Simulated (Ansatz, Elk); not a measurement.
**How far do independent atoms describe MnSn3S4?**

The structure of MnSn3S4 used here is made up (a known structure type with other elements) and was relaxed beforehand with PBE. The aim is the Fourier transform of its all-electron density, F(hkl), set beside the sum over free spherical atoms that refinements use.

Main program and level: Elk 11.2.3 (patched build); DFT, PBE, all-electron APW+lo, Dirac cores, scalar-relativistic bands, static density, ferromagnetic start.

The structure was built from a prototype and need not be the compound's stable phase.

**1. The structure**

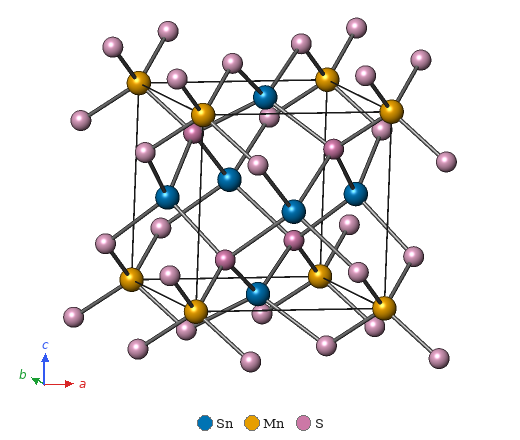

Start, viewed slightly off an axis; tin blue, manganese orange, sulfur pink. Some periodic images of atoms are drawn too.

**2. Ground state and structure factors**

An all-electron density is needed, since X-rays see the cores too. Task 0 finds the density and task 195 Fourier-transforms it; tshift is off so that phases refer to the origin typed.

Contents of elk.in:

```
tasks
  0
  195
  196

xctype
  20

spinpol
  .true.

rgkmax
  7.0

gmaxvr
  14.0

lmaxo
  7

lmaxapw
  8

swidth
  0.002

tshift
  .false.

ramdisk
  .false.

hmaxvr
  5.5

maxscl
  120

epspot
  1e-06

reducebf
  0.8

sppath
  './'

avec
  11.80672723704 -0.00000000000 0.00000000000
  -0.00000000000 11.80672723704 -0.00000000000
  -0.00000000000 -0.00000000000 11.80672723704

atoms
  3
  'Sn.in'
  3
  0.5000000000 0.5000000000 -0.0000000000   0.000000 0.000000 0.000000
  0.5000000000 0.0000000000 0.5000000000   0.000000 0.000000 0.000000
  0.0000000000 0.5000000000 0.5000000000   0.000000 0.000000 0.000000
  'Mn.in'
  1
  0.0000000000 0.0000000000 -0.0000000000   0.000000 0.000000 -0.195000
  'S.in'
  4
  0.7770856488 0.2229143512 0.7770856488   0.000000 0.000000 0.000000
  0.2229143512 0.7770856488 0.7770856488   0.000000 0.000000 0.000000
  0.7770856488 0.7770856488 0.2229143512   0.000000 0.000000 0.000000
  0.2229143512 0.2229143512 0.2229143512   0.000000 0.000000 0.000000

ngridk
  3 3 3
```

On the command line:

```sh
OMP_NUM_THREADS=4 elk
```

Numbers of over 12 decimals in the logs are rounded to 6 here.

The program printed:

```text
┌─────────────────────────┐
│ Elk code version 11.2.3 │
└─────────────────────────┘

All units are atomic (Hartree, Bohr, etc.)

┌─────────────────────────────────────────────────┐
│ Ground-state run starting from atomic densities │
└─────────────────────────────────────────────────┘

Lattice vectors :
   11.80672724      -0.000000000       0.000000000
  -0.000000000       11.80672724      -0.000000000
  -0.000000000      -0.000000000       11.80672724

Reciprocal lattice vectors :
  0.5321699385       0.000000000       0.000000000
   0.000000000      0.5321699385       0.000000000
   0.000000000       0.000000000      0.5321699385

Unit cell volume      :    1645.843704
Brillouin zone volume :   0.1507131041

Muffin-tin inner radius fraction :   0.1000000000E-01

Nuclei treated as point charges

Species : 1 (Sn)
 parameters loaded from : Sn.in
 name : tin
 nuclear charge    :   -50.00000000
 electronic charge :    50.00000000
 atomic mass :    216395.0922
 muffin-tin radius :    2.600000000
 number of radial points in muffin-tin :   1193
 inner part over the whole radius :   0.9914297220E-02
 number on inner part of muffin-tin    :    850
 approximate nuclear radius :   0.8828114845E-04
 number of mesh points to nuclear radius :    428
 atomic positions (lattice), magnetic fields (Cartesian) :
  1 :   0.50000000  0.50000000  0.00000000    0.00000000  0.00000000  0.00000000
  2 :   0.50000000  0.00000000  0.50000000    0.00000000  0.00000000  0.00000000
  3 :   0.00000000  0.50000000  0.50000000    0.00000000  0.00000000  0.00000000

Species : 2 (Mn)
 parameters loaded from : Mn.in
 name : manganese
 nuclear charge    :   -25.00000000
 electronic charge :    25.00000000
 atomic mass :    100145.9370
 muffin-tin radius :    2.352294974
 number of radial points in muffin-tin :    993
 inner part over the whole radius :   0.9856822809E-02
 number on inner part of muffin-tin    :    699
 approximate nuclear radius :   0.7074591925E-04
 number of mesh points to nuclear radius :    330
 atomic positions (lattice), magnetic fields (Cartesian) :
  1 :   0.00000000  0.00000000  0.00000000    0.00000000  0.00000000 -0.19500000

Species : 3 (S)
 parameters loaded from : S.in
 name : sulphur
 nuclear charge    :   -16.00000000
 electronic charge :    16.00000000
 atomic mass :    58450.91931
 muffin-tin radius :    2.156270393
 number of radial points in muffin-tin :    793
 inner part over the whole radius :   0.9950661932E-02
 number on inner part of muffin-tin    :    554
 approximate nuclear radius :   0.6195814986E-04
 number of mesh points to nuclear radius :    251
 atomic positions (lattice), magnetic fields (Cartesian) :
  1 :   0.77708565  0.22291435  0.77708565    0.00000000  0.00000000  0.00000000
  2 :   0.22291435  0.77708565  0.77708565    0.00000000  0.00000000  0.00000000
  3 :   0.77708565  0.77708565  0.22291435    0.00000000  0.00000000  0.00000000
  4 :   0.22291435  0.22291435  0.22291435    0.00000000  0.00000000  0.00000000

Total number of atoms per unit cell :    8
Total muffin-tin volume :    443.3678115
 ratio of muffin-tin to unit cell volume :   0.2693863400

Spin treatment :
 spin-polarised
 global magnetic field (Cartesian) :    0.000000000       0.000000000       0.000000000
 collinear magnetisation in z-direction

Number of Bravais lattice symmetries :   48
Number of crystal symmetries         :   24
Crystal has no inversion symmetry
Complex Hermitian eigensolver will be used

k-point grid :      3     3     3
k-point offset :    0.000000000       0.000000000       0.000000000
k-point set is reduced with full crystal symmetry group
Total number of k-points :        5

Muffin-tin radius times maximum |G+k| :    7.000000000
 using average radius
Maximum |G+k| for APW functions       :    2.982312245
Maximum (1/2)|G+k|²                   :    4.447093163
Maximum |G| for potential and density :    14.00000000
Constant for pseudocharge density :    9
 order of it for each species :   16  16  16
[...]
Absolute change in total energy (target)   :   0.1998899485     (  0.1000000000E-03)

[... loops 3 to 32 left out ...]

┌──────────────────┐
│ Loop number : 33 │
└──────────────────┘

Energies :
 Fermi                       :     0.130377
 sum of occupied eigenvalues :     -12784.960576933
 electron kinetic            :      22291.818520595
 core electron kinetic       :      21409.177977848
 Coulomb                     :     -42933.758157628
 Coulomb potential           :     -34229.112483493
 nuclear-nuclear             :     -1940.4953402780
 electron-nuclear            :     -47788.506382866
 Hartree                     :      6795.2435655156
 Madelung                    :     -25819.201915882
 xc potential                :     -847.34798881927
 xc effective B-field        :    -0.318620
 external B-field            :      0.000000
 exchange                    :     -639.16791611959
 correlation                 :     -11.645074270216
 electron entropic           :    -0.44560390891646E-04
 total energy                :     -21292.752671984
 (external B-field energy excluded from total)

Density of states at Fermi energy :    1.660764300
 (states/Hartree/unit cell)

Estimated indirect band gap :   0.2100214881E-01
 from k-point 3 to k-point 1
Estimated direct band gap   :   0.2911831830E-01
 at k-point 3

Charges :
 core                        :    140.0000000
 valence                     :    99.00000000
 interstitial                :    14.24016833
 muffin-tins (core leakage)
  species : 1 (Sn)
[...]
species : 2 (Mn)
[...]
species : 3 (S)
[...]
total in muffin-tins        :    224.7598317
 total calculated charge     :    238.9988513
 total charge                :    239.0000000
 error                       :   0.1148680957E-02

Moments :
 interstitial                :   0.5798086004
 muffin-tins
  species : 1 (Sn)
[...]
species : 2 (Mn)
[...]
species : 3 (S)
[...]
total in muffin-tins        :    4.419679588
 total moment                :    4.999488188

RMS change in Kohn-Sham potential (target) :   0.6351850349E-06 (  0.1000000000E-05)
Absolute change in total energy (target)   :   0.1727338531E-04 (  0.1000000000E-03)

Convergence targets achieved

┌──────────────────┐
│ Loop number : 34 │
└──────────────────┘

Energies :
 Fermi                       :     0.130377
 sum of occupied eigenvalues :     -12784.960578140
 electron kinetic            :      22291.818530100
 core electron kinetic       :      21409.177986450
 Coulomb                     :     -42933.758163244
 Coulomb potential           :     -34229.112481532
 nuclear-nuclear             :     -1940.4953402780
 electron-nuclear            :     -47788.506396531
 Hartree                     :      6795.2435735644
 Madelung                    :     -25819.201922478
 xc potential                :     -847.34800934453
 xc effective B-field        :    -0.318619
 external B-field            :      0.000000
 exchange                    :     -639.16791615536
 correlation                 :     -11.645074358400
 electron entropic           :    -0.44562875542969E-04
 total energy                :     -21292.752668221
 (external B-field energy excluded from total)

Density of states at Fermi energy :    1.660869578
 (states/Hartree/unit cell)

Estimated indirect band gap :   0.2100188976E-01
 from k-point 3 to k-point 1
Estimated direct band gap   :   0.2911773778E-01
 at k-point 3

Charges :
 core                        :    140.0000000
 valence                     :    99.00000000
 interstitial                :    14.24016813
 muffin-tins (core leakage)
  species : 1 (Sn)
[...]
species : 2 (Mn)
[...]
species : 3 (S)
[...]
atom 2                    :    14.35458954     (  0.9323891511E-04)
   atom 3                    :    14.35458954     (  0.9323891511E-04)
   atom 4                    :    14.35458954     (  0.9323891511E-04)
 total in muffin-tins        :    224.7598319
 total calculated charge     :    238.9988513
 total charge                :    239.0000000
 error                       :   0.1148681049E-02

Moments :
 interstitial                :   0.5798151522
 muffin-tins
  species : 1 (Sn)
[...]
species : 2 (Mn)
[...]
species : 3 (S)
[...]
atom 2                    :   0.5003418155E-01
   atom 3                    :   0.5003418155E-01
   atom 4                    :   0.5003418155E-01
 total in muffin-tins        :    4.419672995
 total moment                :    4.999488147

┌──────────────────────────────┐
│ Self-consistent loop stopped │
└──────────────────────────────┘

Wrote STATE.OUT
```

The job ended after 6.7 min (4 threads of Arm Neoverse V2, shared host; peak memory 0.72 GiB; 16 min of CPU time).

SFACRHO.OUT:

```text

h k l indices transformed by vhmat matrix:
   1.000000000       0.000000000       0.000000000    
   0.000000000       1.000000000       0.000000000    
   0.000000000       0.000000000       1.000000000    

      h      k      l  multipl.   |H|            Re(F)            Im(F)           |F|

      0      0      0      1   0.0000000       239.00000     -0.11993369E-15   239.00000    
      0      0     -1      6  0.53216994      -13.822423     -0.19985586E-13   13.822423    
     -1      0     -1     12  0.75260194      -21.777352      0.42826256E-14   21.777352    
     -1      1      1      4  0.92174537       153.51854       50.617030       161.64785    
      1      1      1      4  0.92174537       153.51854      -50.617030       161.64785    
      0      0     -2      6   1.0643399       101.71490      0.21413128E-13   101.71490    
      2      0      1     24   1.1899682      -29.348698      0.99927930E-14   29.348698    
     -1     -1      2     12   1.3035448      -22.619643      -14.585528       26.914418    
     -1     -1     -2     12   1.3035448      -22.619643       14.585528       26.914418    
     -2     -2      0     12   1.5052039       171.66374      0.47822652E-13   171.66374    
      2     -1     -2     12   1.5965098      -14.277559      -4.4560925       14.956786    
     -2     -2     -1     12   1.5965098      -14.277559       4.4560925       14.956786    
      3      0      0      6   1.5965098      -40.123984     -0.12134106E-12   40.123984    
     -3      1      0     24   1.6828691      -23.326464      0.31762806E-13   23.326464    
      1     -3      1     12   1.7650080       126.04841      -32.394023       130.14444    
      1     -3     -1     12   1.7650080       126.04841       32.394023       130.14444    
     -2      2      2      4   1.8434907       93.097818       1.8481102       93.116160    
     -2      2     -2      4   1.8434907       93.097818      -1.8481102       93.116160
```

Elk indexes on the primitive cell of elk.in and gives |H| = 4π sin θ/λ in inverse bohr. Below, one row stands for each form hkl of the conventional cell (m members, Friedel mates merged), F is for one primitive cell and the density is static (no thermal factor). Free-atom factors are Waasmaier and Kirfel's, and R is Σm||F|−|F'||/Σm|F|.

| hkl | m | sin θ/λ (Å⁻¹) | abs F, DFT | neutral atoms | diff. | abs of complex diff. |
| --- | --- | --- | --- | --- | --- | --- |
| 100 | 6 | 0.080 | 13.822 | 14.161 | -0.338 | 0.338 |
| 110 | 12 | 0.113 | 21.777 | 21.871 | -0.094 | 0.094 |
| 111 | 8 | 0.139 | 161.647 | 161.260 | +0.387 | 1.048 |
| 200 | 6 | 0.160 | 101.715 | 102.227 | -0.512 | 0.512 |
| 210 | 24 | 0.179 | 29.349 | 29.286 | +0.063 | 0.063 |
| 211 | 24 | 0.196 | 26.914 | 26.877 | +0.038 | 0.043 |
| 220 | 12 | 0.226 | 171.664 | 171.620 | +0.044 | 0.044 |
| 221 | 24 | 0.240 | 14.957 | 14.900 | +0.056 | 0.058 |
| 300 | 6 | 0.240 | 40.124 | 40.137 | -0.013 | 0.013 |
| 310 | 24 | 0.253 | 23.326 | 23.288 | +0.039 | 0.039 |
| 311 | 24 | 0.265 | 130.144 | 130.336 | -0.192 | 0.270 |
| 222 | 8 | 0.277 | 93.116 | 92.937 | +0.180 | 0.479 |
| 320 | 24 | 0.288 | 2.342 | 2.248 | +0.094 | 0.094 |
| 321 | 48 | 0.299 | 19.234 | 19.227 | +0.008 | 0.098 |
| 400 | 6 | 0.320 | 143.388 | 143.707 | -0.319 | 0.319 |
| 322 | 24 | 0.330 | 33.423 | 33.501 | -0.078 | 0.148 |
| 410 | 24 | 0.330 | 13.858 | 13.828 | +0.030 | 0.030 |
| 411 | 24 | 0.340 | 27.048 | 27.111 | -0.063 | 0.097 |

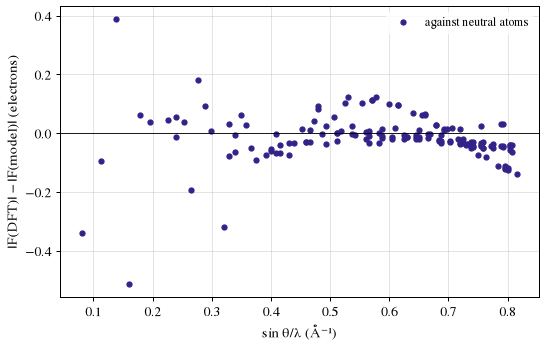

Difference between the calculated structure factors and the independent-atom ones.

**3. The magnetisation density**

The same run holds the spin density, and task 196 transforms it. The order is that of the start, and no other was tried.

SFACMAG_1.OUT:

```text

h k l indices transformed by vhmat matrix:
   1.000000000       0.000000000       0.000000000    
   0.000000000       1.000000000       0.000000000    
   0.000000000       0.000000000       1.000000000    

      h      k      l  multipl.   |H|            Re(F)            Im(F)           |F|

      0      0      0      1   0.0000000       4.9994883      0.14293709E-16   4.9994883    
      0      0     -1      6  0.53216994       3.9023036      0.55763354E-16   3.9023036    
     -1      0     -1     12  0.75260194       3.6700421      0.78547912E-16   3.6700421    
     -1      1      1      4  0.92174537       3.4777859      0.12121112       3.4798975    
      1      1      1      4  0.92174537       3.4777859     -0.12121112       3.4798975    
      0      0     -2      6   1.0643399       3.0634829      0.48792935E-17   3.0634829    
      2      0      1     24   1.1899682       2.9508685      0.23699425E-16   2.9508685    
     -1     -1      2     12   1.3035448       2.7359954      0.67925224E-01   2.7368384    
     -1     -1     -2     12   1.3035448       2.7359954     -0.67925224E-01   2.7368384    
     -2     -2      0     12   1.5052039       2.4516439      0.34503575E-16   2.4516439    
      2     -1     -2     12   1.5965098       2.2523234      0.10481814       2.2547611    
     -2     -2     -1     12   1.5965098       2.2523234     -0.10481814       2.2547611    
      3      0      0      6   1.5965098       2.2444287      0.71795318E-16   2.2444287    
     -3      1      0     24   1.6828691       2.1521004     -0.28927240E-16   2.1521004    
      1     -3      1     12   1.7650080       1.9866639     -0.71245671E-01   1.9879410    
      1     -3     -1     12   1.7650080       1.9866639      0.71245671E-01   1.9879410
```

The total moment is 5.00 μB a cell; sphere moments: Sn1 +0.05, Sn2 +0.05, Sn3 +0.05, Mn4 +4.08, S5 +0.05, S6 +0.05, S7 +0.05, S8 +0.05 μB. Polarised neutrons measure spin and orbital magnetisation together; without spin-orbit coupling the run gives the spin part:

| hkl | sin θ/λ (Å⁻¹) | abs F_M (μB) |
| --- | --- | --- |
| 100 | 0.080 | 3.902 |
| 110 | 0.113 | 3.670 |
| 111 | 0.139 | 3.480 |
| 200 | 0.160 | 3.063 |
| 210 | 0.179 | 2.951 |
| 211 | 0.196 | 2.737 |
| 220 | 0.226 | 2.452 |
| 221 | 0.240 | 2.255 |
| 300 | 0.240 | 2.244 |
| 310 | 0.253 | 2.152 |
| 311 | 0.265 | 1.988 |
| 222 | 0.277 | 1.823 |
| 320 | 0.288 | 1.765 |
| 321 | 0.299 | 1.655 |

**4. The highest occupied states alone**

An energy window below the Fermi level keeps the highest occupied states, to see at which angles they scatter; shallow core shells can lie inside it and anion s states outside. No new self-consistency is needed.

elk.in, as its differences from that of step 2:

```diff
@@ -1,5 +1,3 @@
 tasks
-  0
   195
-  196
 
@@ -44,2 +42,5 @@
 
+wsfac
+  -0.310610 0.430380
+
 sppath
```

On the command line:

```sh
OMP_NUM_THREADS=4 elk
```

The program printed:

```text
┌─────────────────────────────────┐
│ Elk code version 11.2.3 started │
└─────────────────────────────────┘

Info(readinput): the functional depends on the density's gradient
 muffin-tin radial points multiplied by    2.00000
 (not where nrmtscf is given)

┌────────────────────┐
│ Current task : 195 │
└────────────────────┘
Info(checkmt): changed muffin-tin radius of species 2 (Mn) from   2.4000 to   2.3523
Info(checkmt): changed muffin-tin radius of species 3 (S) from   2.2000 to   2.1563

Info(sfacrho): density structure factors written to SFACRHO.OUT

 Energy window :  -0.3106100000      0.4303800000

┌──────────────────┐
│ Elk code stopped │
└──────────────────┘
```

Run time: 33 s. Hardware: 4 threads; peak memory 0.38 GiB; 36 s of CPU time.

States within 12 eV below the Fermi level hold 35.00 electrons; any levels below the window count with the cores. Their amplitudes can exceed the total, where window and core parts have opposite phase:

| hkl | sin θ/λ (Å⁻¹) | abs F, window | abs F, all |
| --- | --- | --- | --- |
| 100 | 0.080 | 5.729 | 13.822 |
| 110 | 0.113 | 3.575 | 21.777 |
| 111 | 0.139 | 11.750 | 161.647 |
| 200 | 0.160 | 1.073 | 101.715 |
| 210 | 0.179 | 2.091 | 29.349 |
| 211 | 0.196 | 3.163 | 26.914 |
| 220 | 0.226 | 5.406 | 171.664 |
| 221 | 0.240 | 2.896 | 14.957 |
| 300 | 0.240 | 1.505 | 40.124 |
| 310 | 0.253 | 2.307 | 23.326 |

[end of part 1 of 2]

[Logs are printed without paths, hosts, clocks, repeated set-up lines and the standing remarks that a program may print on its own settings, such as how far it seeks lower states.]

[Hosts, paths, dates, database ids (printed as entryN), source tags and the programs' standing remarks are cut or masked in the printed files.]
